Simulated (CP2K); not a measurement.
**revPBE-D3(BJ)/TZV2P-MOLOPT-PBE-GTH (core potential) run of C3H9In (trimethylindium (TMIn))**

Aim: the energy change on altering one bond length of C3H9In (trimethylindium (TMIn)) at revPBE-D3(BJ)/TZV2P-MOLOPT-PBE-GTH (core potential), from 2 runs. 

The calculation is run with CP2K 2026.2.

2 further runs of the same task are left out: 2 set aside as unsound or not needed.

### 1 Starting point

C3H9In has 13 atoms, charge 0, and is taken as a singlet. SMILES: `[CH3][In]([CH3])[CH3]`. The shape is that of a PBE0-D4/def2-TZVP optimisation.

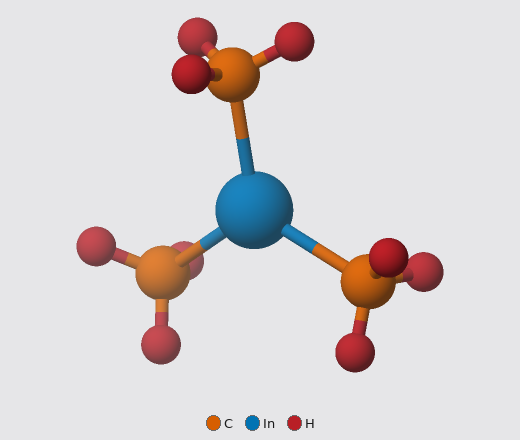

Viewed from a chosen angle; carbon orange, indium blue, hydrogen red.

### 2 A single-point energy at revPBE-D3(BJ)/TZV2P-MOLOPT-PBE-GTH (core potential)

File gas.inp:

```
&GLOBAL
  PROJECT gas
  RUN_TYPE ENERGY
  PRINT_LEVEL MEDIUM
&END

&FORCE_EVAL
  METHOD Quickstep
  &DFT
    BASIS_SET_FILE_NAME BASIS_MOLOPT_UZH
    POTENTIAL_FILE_NAME POTENTIAL_UZH
    ! Quickstep
    &QS
      METHOD GPW
      EPS_DEFAULT 1.0E-10
    &END
    ! plane-wave cutoff in Ry
    &MGRID
      CUTOFF 400
      REL_CUTOFF 50
      NGRIDS 4
    &END
    &POISSON
      PERIODIC NONE
      POISSON_SOLVER MULTIPOLE
    &END
    &SCF
      SCF_GUESS ATOMIC
      EPS_SCF 1.0E-06
      MAX_SCF 30
      &OT
        MINIMIZER DIIS
        PRECONDITIONER FULL_SINGLE_INVERSE
      &END
      &OUTER_SCF
        EPS_SCF 1.0E-06
        MAX_SCF 8
      &END
    &END
    ! exchange and correlation
    &XC
      &XC_FUNCTIONAL
        &PBE
          PARAMETRIZATION REVPBE
        &END
      &END
      &VDW_POTENTIAL
        POTENTIAL_TYPE PAIR_POTENTIAL
        &PAIR_POTENTIAL
          TYPE DFTD3(BJ)
          PARAMETER_FILE_NAME dftd3.dat
          REFERENCE_FUNCTIONAL revPBE
          R_CUTOFF 15
        &END
      &END
    &END
    ! extra output
    &PRINT
      &MOMENTS
        PERIODIC F
        REFERENCE COM
        MAX_MOMENT 1
      &END
      &MO_CUBES
        NLUMO 5
        NHOMO -1
        WRITE_CUBE F
      &END
      &HIRSHFELD OFF
      &END
    &END
  &END
  &SUBSYS
    ! vacuum box
    &CELL
      ABC 11.3 12.3 11.2
      PERIODIC NONE
    &END
    &COORD
      C     -0.506200     1.897900    -0.902800
      In     0.007900    -0.003300    -0.006900
      C      1.475300    -0.088600     1.581000
      C     -0.956600    -1.818200    -0.683200
      H      0.329400     2.598000    -0.853700
      H     -1.344900     2.339400    -0.357000
      H     -0.811500     1.777000    -1.943300
      H      1.276400    -0.918200     2.261200
      H      1.500700     0.842500     2.149300
      H      2.467200    -0.242700     1.146600
      H     -1.254700    -1.743900    -1.730100
      H     -1.858700    -1.990800    -0.089300
      H     -0.304000    -2.683700    -0.557100
    &END
    &TOPOLOGY
      &CENTER_COORDINATES
      &END
    &END
    &KIND C
      BASIS_SET TZV2P-MOLOPT-PBE-GTH-q4
      POTENTIAL GTH-PBE-q4
    &END
    &KIND In
      BASIS_SET TZV2P-MOLOPT-PBE-GTH-q13
      POTENTIAL GTH-PBE-q13
    &END
    &KIND H
      BASIS_SET TZV2P-MOLOPT-PBE-GTH-q1
      POTENTIAL GTH-PBE-q1
    &END
  &END
&END
```

The run is started by

```sh
OMP_NUM_THREADS=1 cp2k.psmp -i gas.inp > gas.out 2>&1
```

The log of the run:

```text
CP2K| version string:                                       CP2K version 2026.2
[...]
 GLOBAL| Method name                                                        CP2K
[...]
 GLOBAL| Run type                                                         ENERGY
[...]
 DFT| Spin restricted Kohn-Sham (RKS) calculation                            RKS
 DFT| Multiplicity                                                             1
[...]
 DFT| Charge                                                                   0
[...]
 FUNCTIONAL| PBE:
[...]
 QS| Method:                                                                 GPW
[...]
 QS| Density cutoff [a.u.]:                                                200.0
[...]
 QS| Relative density cutoff [a.u.]:                                        25.0
[...]
                             - Atoms:                                         13
[...]
                             - Spherical basis functions:                    254
[...]
 Number of electrons:                                                         34
[...]
     1 OT DIIS     0.80E-01    1.7     0.09844373       -75.2112476215 -7.52E+01
[...]
     9 OT DIIS     0.80E-01    1.8     0.00000069       -78.7702870656 -1.92E-09
  *** SCF run converged in     9 steps ***
[...]
  Overlap energy of the core charge distribution:               0.00000274617884
  Self energy of the core charge distribution:               -142.61413798782564
  Core Hamiltonian energy:                                     45.21849695769298
  Hartree energy:                                              34.62301446195661
  Exchange-correlation energy:                                -15.97850943728529
  Dispersion energy:                                           -0.01915380633287
  Total energy:                                               -78.77028706561539
[...]
                     Mulliken Population Analysis
 #  Atom  Element  Kind  Atomic population                           Net charge
       1     C        1          4.074626                             -0.074626
       2     In       2         12.567173                              0.432827
       3     C        1          4.074392                             -0.074392
       4     C        1          4.075610                             -0.075610
       5     H        3          1.018882                             -0.018882
       6     H        3          1.031300                             -0.031300
       7     H        3          1.019642                             -0.019642
       8     H        3          1.018805                             -0.018805
       9     H        3          1.018607                             -0.018607
      10     H        3          1.031892                             -0.031892
      11     H        3          1.019360                             -0.019360
      12     H        3          1.030803                             -0.030803
[...]
 HOMO - LUMO gap [eV] :    4.342084
 ENERGY| Total FORCE_EVAL ( QS ) energy [hartree]            -78.770287065615392
[...]
```

Wall time 74 s (1 thread of Arm Neoverse V2, shared host); peak memory 1.1 GiB.

### 3 The distorted shape at the same level

File calc.inp:

```
&GLOBAL
 PROJECT calc
 RUN_TYPE ENERGY
 PRINT_LEVEL MEDIUM
&END GLOBAL

&FORCE_EVAL
 METHOD QS
 &DFT
  BASIS_SET_FILE_NAME BASIS_MOLOPT_UZH
  POTENTIAL_FILE_NAME POTENTIAL_UZH
  CHARGE 0
  MULTIPLICITY 1
  &QS
   METHOD GPW
   EPS_DEFAULT 1.0E-10
  &END QS
  &MGRID
   CUTOFF 400
   REL_CUTOFF 50
   NGRIDS 4
  &END MGRID
  &POISSON
   PERIODIC NONE
   POISSON_SOLVER MULTIPOLE
  &END POISSON
  &SCF
   SCF_GUESS ATOMIC
   EPS_SCF 1.0E-06
   MAX_SCF 50
   &OT ON
    MINIMIZER CG
    PRECONDITIONER FULL_ALL
   &END OT
   &OUTER_SCF
    EPS_SCF 1.0E-06
    MAX_SCF 8
   &END OUTER_SCF
  &END SCF
  &XC
   &XC_FUNCTIONAL
    &PBE
     PARAMETRIZATION REVPBE
    &END PBE
   &END XC_FUNCTIONAL
   &VDW_POTENTIAL
    POTENTIAL_TYPE PAIR_POTENTIAL
    &PAIR_POTENTIAL
     TYPE DFTD3(BJ)
     PARAMETER_FILE_NAME dftd3.dat
     REFERENCE_FUNCTIONAL revPBE
     R_CUTOFF 15
    &END PAIR_POTENTIAL
   &END VDW_POTENTIAL
  &END XC
  &PRINT
   &MOMENTS
    PERIODIC F
    REFERENCE COM
    MAX_MOMENT 1
   &END MOMENTS
   &MO_CUBES
    NLUMO 1
    NHOMO -1
    WRITE_CUBE F
   &END MO_CUBES
   &HIRSHFELD OFF
   &END HIRSHFELD
  &END PRINT
 &END DFT
 &SUBSYS
  &CELL
   ABC [angstrom] 11.3 12.8 11.2
   PERIODIC NONE
  &END CELL
  &COORD
   SCALED T
   C    0.42827876   0.62974320   0.40520089
   In   0.47377434   0.48121195   0.48519196
   C    0.60363274   0.47454789   0.62696875
   C    0.38842035   0.33942289   0.42480804
   H    0.56138248   0.72819430   0.41309196
   H    0.35405752   0.66423539   0.45393304
   H    0.40126106   0.62029789   0.31229911
   H    0.58603097   0.40973539   0.68770089
   H    0.60588053   0.54729008   0.67770982
   H    0.69141150   0.46250883   0.58818304
   H    0.36203982   0.34522758   0.33133482
   H    0.30858850   0.32593852   0.47783482
   H    0.44617257   0.27180570   0.43606696
  &END COORD
  &KIND C
   BASIS_SET TZV2P-MOLOPT-PBE-GTH-q4
   POTENTIAL GTH-PBE-q4
  &END KIND
  &KIND In
   BASIS_SET TZV2P-MOLOPT-PBE-GTH-q13
   POTENTIAL GTH-PBE-q13
  &END KIND
  &KIND H
   BASIS_SET TZV2P-MOLOPT-PBE-GTH-q1
   POTENTIAL GTH-PBE-q1
  &END KIND
 &END SUBSYS
&END FORCE_EVAL
```

The run is started by

```sh
OMP_NUM_THREADS=1 cp2k.psmp -i calc.inp > calc.out 2>&1
```

The log of the run, cut to the lines that bear on the results:

```text
CP2K| version string:                                       CP2K version 2026.2
[...]
 GLOBAL| Method name                                                        CP2K
[...]
 GLOBAL| Run type                                                         ENERGY
[...]
 DFT| Spin restricted Kohn-Sham (RKS) calculation                            RKS
 DFT| Multiplicity                                                             1
[...]
 DFT| Charge                                                                   0
[...]
 FUNCTIONAL| PBE:
[...]
 QS| Method:                                                                 GPW
[...]
 QS| Density cutoff [a.u.]:                                                200.0
[...]
 QS| Relative density cutoff [a.u.]:                                        25.0
[...]
                             - Atoms:                                         13
[...]
                             - Spherical basis functions:                    254
[...]
 Number of electrons:                                                         34
[...]
     1 OT CG       0.15E+00    1.7     0.13419501       -74.9501313380 -7.50E+01
[...]
    32 OT CG       0.12E+00    1.9     0.00000091       -78.6541076102 -5.16E-10
  *** SCF run converged in    32 steps ***
[...]
  Overlap energy of the core charge distribution:               0.00000243505961
  Self energy of the core charge distribution:               -142.61413798782564
  Core Hamiltonian energy:                                     44.86592310644226
  Hartree energy:                                              34.92689270997406
  Exchange-correlation energy:                                -15.81259301909554
  Dispersion energy:                                           -0.02019485472258
  Total energy:                                               -78.65410761016784
[...]
                     Mulliken Population Analysis
 #  Atom  Element  Kind  Atomic population                           Net charge
       1     C        1          4.125072                             -0.125072
       2     In       2         12.625179                              0.374821
       3     C        1          4.068186                             -0.068186
[...]
 HOMO - LUMO gap [eV] :    3.340157
 ENERGY| Total FORCE_EVAL ( QS ) energy [hartree]            -78.654107610167841
[...]
```

It took 98 s on 1 thread of Arm Neoverse V2, shared host; peak memory 1.1 GiB.

### 4 Outcome

Level: revPBE-D3(BJ)/TZV2P-MOLOPT-PBE-GTH (core potential).

| quantity | value |
| --- | --- |
| first shape: total energy | -78.77029 Eh |
| first shape: dipole moment | 0.01 D |
| first shape: HOMO energy | -5.78 eV |
| first shape: LUMO energy | -1.44 eV |
| first shape: HOMO–LUMO gap | 4.34 eV |
| first shape: dispersion energy | -50.29 kJ/mol |
| distorted shape: total energy | -78.65411 Eh |
| distorted shape: dipole moment | 1.35 D |
| distorted shape: HOMO energy | -5.87 eV |
| distorted shape: LUMO energy | -2.53 eV |
| distorted shape: HOMO–LUMO gap | 3.34 eV |
| distorted shape: dispersion energy | -53.02 kJ/mol |
| energy change with the C1–H5 bond stretched from 1.091 to 1.964 Å | 3.161 eV |

One bond (distorted shape) is far stretched, which a spin-restricted single reference describes badly; a broken-symmetry solution may lie lower. With the C1–H5 bond stretched from 1.091 to 1.964 Å the energy rises by 3.16 eV (73 kcal/mol). The first shape isn't relaxed at this level, so the change isn't measured from a minimum. A restricted reference can't describe the breaking bond well at this length.
